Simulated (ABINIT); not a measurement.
# Quasiparticle gap of SnO2 (Cassiterite) in ABINIT, part 2 of 2

How does a plane-wave GW calculation on SnO2 (Cassiterite) run from the first input to the gap?

ABINIT 10.8.3; PBE and many-body steps on it, plane waves. Known limits of the many-body steps: not at the basis limit; no spin-orbit coupling; coarse k mesh.

So far. Step 2 (Ground state): The gap is direct, at Γ. Step 3 (Empty states on the mesh, 2×2×4 mesh, 69 bands): On this mesh the gap is 1.284 eV.

### Step 4. Screening, 2×2×4 mesh, 63 bands, screening to 87.1 eV

The RPA dielectric matrix is built and inverted for each q.

This step: RPA screening on PBE, plane waves, norm-conserving pseudopotentials.

Input file run.abi:

```
acell 3*1.0 Angstrom
rprim 
  4.738000000000 0.000000000000 0.000000000000
  0.000000000000 4.738000000000 0.000000000000
  0.000000000000 0.000000000000 3.186500000000
ntypat 2
znucl 50 8
natom 6
typat 1 1 2 2 2 2
xred 
  0.000000000000 0.000000000000 0.000000000000
  0.500000000000 0.500000000000 0.500000000000
  0.307100000000 0.307100000000 0.000000000000
  0.192900000000 0.807100000000 0.500000000000
  0.692900000000 0.692900000000 0.000000000000
  0.807100000000 0.192900000000 0.500000000000
pp_dirpath "pseudos"
pseudos "Sn.upf, O.upf"
ecut 42
ngkpt 2 2 4
nshiftk 1
shiftk 0 0 0
kptopt 1
chksymbreak 0
istwfk *1
occopt 1
irdwfk 1
optdriver 3
nband 63
ecuteps 3.2
inclvkb 2
awtr 1
symchi 1
indata_prefix "in"
outdata_prefix "out"
tmpdata_prefix "tmp"
```

Run with:

```sh
$ OMP_NUM_THREADS=1 mpirun -n 8 abinit run.abi > log
```

Numbers of over 12 decimals in the logs are rounded to 6 here.

What it wrote:

```text
.Version 10.8.3 of ABINIT. v10.8.2 released Aug 2026.

 Symmetries : space group P4_2/m n m (#136); Bravais tP (primitive tetrag.)
[... echo of the input left out ...]
== DATASET  1 ==================================================================
-   mpi_nproc: 8, omp_nthreads: 1 (-1 if OMP is not activated)

--- !DatasetInfo
iteration_state: {dtset: 1, }
dimensions: {natom: 6, nkpt: 9, mband: 63, nsppol: 1, nspinor: 1, nspden: 1, mpw: 6312, }
cutoff_energies: {ecut:  42.0, pawecutdg:  -1.0, }
electrons: {nelect:   6.80000000E+01, charge:   0.00000000E+00, occopt:   1.00000000E+00, tsmear:   1.00000000E-02, }

 SCREENING: Calculation of the susceptibility and dielectric matrices

 Based on a program developped by R.W. Godby, V. Olevano, G. Onida, and L. Reining.
 Incorporated in ABINIT by V. Olevano, G.-M. Rignanese, and M. Torrent.
.Using double precision arithmetic ; gwpc =  8

[... cell and pseudopotentials left out ...]
--------------------------------------------------------------------------------

 ==== K-mesh for the wavefunctions ====
 Number of points in the irreducible wedge :     9
[... list of points left out ...]
 Together with 16 symmetry operations and time-reversal symmetry
 yields    16 points in the full Brillouin Zone.

 ==== Q-mesh for the screening function ====
 Number of points in the irreducible wedge :     9
[... list of points left out ...]
 Together with 16 symmetry operations and time-reversal symmetry
 yields    16 points in the full Brillouin Zone.

 setmesh: FFT mesh size selected  =    36x   36x   24
          total number of points  =        31104

 vcoul_init : cutoff-mode = AUXILIARY_FUNCTION
 q-points for optical limit:   1
     1)      0.000010    0.000020    0.000030

- screening: taking advantage of time-reversal symmetry
- Maximum band index for partially occupied states nbvw = 34
- Remaining bands to be divided among processors   nbcw = 29
- Number of bands treated by each node ~3

 Number of electrons calculated from density =   68.0000; Expected =   68.0000
 average of density, n =  0.140867
 r_s =    1.1923
 omega_plasma =   36.2043 [eV]

 calculating chi0 at frequencies [eV] :
  1    0.000000E+00    0.000000E+00
  2    0.000000E+00    3.620427E+01

--------------------------------------------------------------------------------
  q-point number  1        q = ( 0.000000, 0.000000, 0.000000) [r.l.u.]
--------------------------------------------------------------------------------
[... chi0 elements left out ...]
 For q-point:  0.000010 0.000020 0.000030
  dielectric constant =   5.0587
  dielectric constant without local fields =   5.2205

  Average fulfillment of the sum rule on Im[epsilon] for q-point    1 :     20.89  [%]
[... wings left out ...]
  q-point number  2        q = ( 0.500000, 0.000000, 0.000000) [r.l.u.]
--------------------------------------------------------------------------------
[... chi0 elements left out ...]
  Average fulfillment of the sum rule on Im[epsilon] for q-point    2 :     28.88  [%]

 [... 7 further q-points ...]
```

Elapsed: 15 s, on 8 MPI ranks of Arm Neoverse V1, shared host; peak memory 2.5 GiB; 2 min of CPU time.

This step gave:

* ε∞ with local fields, on this mesh, along the program's q direction: 5.059
* the same without local fields: 5.221
* plasma frequency: 36.20 eV
* plane waves in the screening matrix: 137

Local fields lower ε∞ by 3 %. On a Γ-centred mesh this coarse the value itself is usually too large, while a short band sum pulls it down.

### Step 5. Self-energy, 2×2×4 mesh, 63 bands, screening to 87.1 eV

The self-energy is evaluated for the states that the input lists, and the levels follow from it, in one-shot runs by the linearised quasiparticle equation.

This step: G0W0 on PBE, plane waves, norm-conserving pseudopotentials.

Edit run.abi of step 4 so:

```diff
@@ -27,8 +27,15 @@
 irdwfk 1
-optdriver 3
+optdriver 4
 nband 63
+gwcalctyp 0
+ecutsigx 42
+symsigma 1
+nkptgw 1
+kptgw 
+  0.0000000000 0.0000000000 0.0000000000
+bdgw 
+  32 36
 ecuteps 3.2
-inclvkb 2
-awtr 1
-symchi 1
+irdscr 1
+ppmodel 1
 indata_prefix "in"
```

What it wrote:

```text
.Version 10.8.3 of ABINIT. v10.8.2 released Aug 2026.

 Symmetries : space group P4_2/m n m (#136); Bravais tP (primitive tetrag.)
[... echo of the input left out ...]
== DATASET  1 ==================================================================
-   mpi_nproc: 8, omp_nthreads: 1 (-1 if OMP is not activated)

--- !DatasetInfo
iteration_state: {dtset: 1, }
dimensions: {natom: 6, nkpt: 9, mband: 63, nsppol: 1, nspinor: 1, nspden: 1, mpw: 6312, }
cutoff_energies: {ecut:  42.0, pawecutdg:  -1.0, }
electrons: {nelect:   6.80000000E+01, charge:   0.00000000E+00, occopt:   1.00000000E+00, tsmear:   1.00000000E-02, }

 SIGMA: Calculation of the GW corrections

 Based on a program developped by R.W. Godby, V. Olevano, G. Onida, and L. Reining.
 Incorporated in ABINIT by V. Olevano, G.-M. Rignanese, and M. Torrent.
.Using double precision arithmetic ; gwpc =  8

[... cell and pseudopotentials left out ...]
--------------------------------------------------------------------------------

 ==== K-mesh for the wavefunctions ====
 Number of points in the irreducible wedge :     9
[... list of points left out ...]
 Together with 16 symmetry operations and time-reversal symmetry
 yields    16 points in the full Brillouin Zone.

 ==== Q-mesh for screening function ====
 Number of points in the irreducible wedge :     9
[... list of points left out ...]
 Together with 16 symmetry operations and time-reversal symmetry
 yields    16 points in the full Brillouin Zone.

 vcoul_init : cutoff-mode = AUXILIARY_FUNCTION
 q-points for optical limit:   1
     1)      0.000010    0.000020    0.000030
 setmesh: FFT mesh size selected  =    54x   54x   36
          total number of points  =       104976

 Number of electrons calculated from density =   68.0000; Expected =   68.0000
 average of density, n =  0.140867
 r_s =    1.1923
 omega_plasma =   36.2043 [eV]

 === KS Band Gaps ===
  >>>> For spin  1
   Minimum direct gap =   1.2836 [eV], located at k-point      :   0.0000  0.0000  0.0000
   Fundamental gap    =   1.2836 [eV], Top of valence bands at :   0.0000  0.0000  0.0000
                                       Bottom of conduction at :   0.0000  0.0000  0.0000
 SIGMA fundamental parameters:
 PLASMON POLE MODEL  1
 number of plane-waves for SigmaX                 6273
 number of plane-waves for SigmaC and W            137
 number of plane-waves for wavefunctions          6273
 number of bands                                    63
 number of independent spin polarizations            1
 number of spinorial components                      1
 number of k-points in IBZ                           9
 number of q-points in IBZ                           9
 number of symmetry operations                      16
 number of k-points in BZ                           16
 number of q-points in BZ                           16
 number of frequencies for dSigma/dE                 9
 frequency step for dSigma/dE [eV]                0.25
 number of omega for Sigma on real axis              0
 max omega for Sigma on real axis  [eV]           0.00
 zcut for avoiding poles [eV]                     0.10

 EPSILON^-1 parameters (SCR file):
 dimension of the eps^-1 matrix on file            137
 dimension of the eps^-1 matrix used               137
 number of plane-waves for wavefunctions          6273
 number of bands                                    63
 number of q-points in IBZ                           9
 number of frequencies                               2
 number of real frequencies                          1
 number of imag frequencies                          1

 matrix elements of self-energy operator (all in [eV])

 Perturbative Calculation

--- !SelfEnergy_ee
iteration_state: {dtset: 1, }
kpoint     : [   0.000,    0.000,    0.000, ]
spin       : 1
KS_gap     :    1.284
QP_gap     :    2.882
Delta_QP_KS:    1.598
data: !SigmaeeData |
     Band     E0 <VxcDFT>   SigX SigC(E0)      Z dSigC/dE  Sig(E)    E-E0       E
       32   6.013 -20.019 -25.554   5.502   0.784  -0.276 -20.044  -0.025   5.988
       33   6.013 -20.019 -25.554   5.502   0.784  -0.276 -20.044  -0.025   5.988
       34   6.777 -20.354 -26.147   5.738   0.783  -0.277 -20.397  -0.043   6.734
       35   8.061 -16.496 -12.268  -2.384   0.843  -0.186 -14.942   1.555   9.615
       36  12.920 -16.300 -10.641  -3.062   0.833  -0.200 -14.136   2.164  15.084

== END DATASET(S) ==============================================================
================================================================================

 -outvars: echo values of variables after computation  --------
           etotal      0.0000000000E+00
            nband          63
             nkpt           9
          spgroup         136
 [... the other variables as echoed above ...]

 Calculation completed.
```

Elapsed: 3.5 s, on 8 MPI ranks; peak memory 1.3 GiB; 27 s of CPU time.

This step gave:

| Item | Value |
| --- | --- |
| G0W0 gap on the points computed | 2.881 eV |
| starting gap on the mesh | 1.284 eV |
| k of the valence top | 0, 0, 0 |
| k of the conduction bottom | 0, 0, 0 |
| Z at the valence top | 0.783 |
| Z at the conduction bottom | 0.843 |
| least direct G0W0 gap on the computed points | 2.881 eV |

The gap on the mesh goes from 1.28 eV to 2.88 eV, a correction of +1.60 eV.

Limits: finite bands, cutoff and mesh; no spin-orbit coupling; coarse k mesh. v1 is the top filled band, c1 the lowest empty one. The levels before and after the correction (eV, zero at the valence-band top of each column):

|  | conduction bottom | valence top |
| --- | --- | --- |
| Kohn-Sham | 1.28 | 0.00 |
| G0W0 | 2.88 | 0.00 |

|  | level | energy (eV) |
| --- | --- | --- |
| Kohn-Sham | Γ v3-v2 | -0.764 |
| Kohn-Sham | Γ v1 | 0.000 |
| Kohn-Sham | Γ c1 | 1.284 |
| Kohn-Sham | Γ c2 | 6.143 |
| G0W0 | Γ v3-v2 | -0.746 |
| G0W0 | Γ v1 | 0.000 |
| G0W0 | Γ c1 | 2.881 |
| G0W0 | Γ c2 | 8.350 |

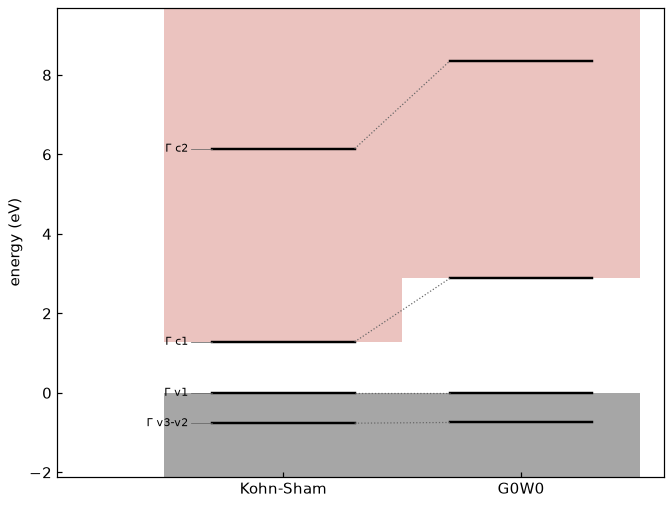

Levels before and after the correction. Shaded: valence and conduction bands.

### Step 6. Where the time went

Times are wall times on 8 MPI ranks of Arm Neoverse V1, shared host, good to a factor of about two.

| step | time | share | memory (GiB) |
| --- | --- | --- | --- |
| ground state | 38 s | 48 % | 0.77 |
| empty states on the mesh | 22 s | 28 % | 0.58 |
| screening | 15 s | 19 % | 2.5 |
| self-energy | 3.5 s | 4 % | 1.3 |

### Step 7. Outcome

```json
{
  "PBE gap": "1.28 eV, direct",
  "G0W0 gap on the mesh": "2.88 eV",
  "GW settings": "2×2×4 mesh, 63 bands, screening to 87.1 eV, Godby-Needs plasmon pole",
  "known limits": "not at the basis limit; no spin-orbit coupling; coarse k mesh"
}
```

G0W0 moves the gap on the mesh from 1.28 eV to 2.88 eV (+1.60 eV), with Z of 0.78 and 0.84 at the edges. Local fields lower the RPA ε∞ on this mesh from 5.22 to 5.06; a Γ-centred mesh this coarse tends to raise both, most where the direct gap is narrow, while a short band sum lowers them. Only 1 of the mesh's irreducible points was corrected, so a valley elsewhere could overtake. The dearest step here is «ground state». Against experiment, by G0W0@PBE: the gap of 2.88 eV lies −0.72 eV from the measured 3.6 eV (kind not stated, quoted 2022). The calculation has static nuclei and no excitons; a measured gap holds zero-point and thermal motion, which mostly lowers it. Against the values above the computed gap that would widen the miss. An edge that is forbidden or weak in absorption could explain it, and so could too strong a screening: the start's gap is only 1.28 eV, the mesh is coarse, and one shot does not repair that. Bands and cutoff are finite, so the gap is not at the basis limit. The miss can reach some tenths of an eV and take either sign; the mesh is an error of its own. In the G0W0 run levels were corrected at 1 k point alone, so a gap called «on the mesh» is the least over those, and an edge elsewhere would be missed. The 2×2×4 mesh is coarse for this cell, which bears on the long-range parts of exchange and screening. The many-body steps are scalar-relativistic: spin-orbit coupling is not in them.

[Paths, hosts, dates, memory and timing lines, banners, echoed tables and standing remarks are left out of the program output.]

[Logs are printed without paths, hosts, clocks, repeated set-up lines and the standing remarks that a program may print on its own settings, such as how far it seeks lower states.]

[Runs of the session that timed out or met a known fault of the program may be left out.]

[Hosts, paths, dates, database ids (printed as entryN), source tags and the programs' standing remarks are cut or masked in the printed files.]

[G0W0 gaps are taken among the corrected bands and points alone; a level outside them can change the order at an edge.]

[Where Ansatz stands beside ABINIT at settings called matched, ABINIT's density can come from a denser mesh and the files from another edition; pairs whose starting gaps differed by over 0.03 eV were left out, so agreement reads better than it is.]
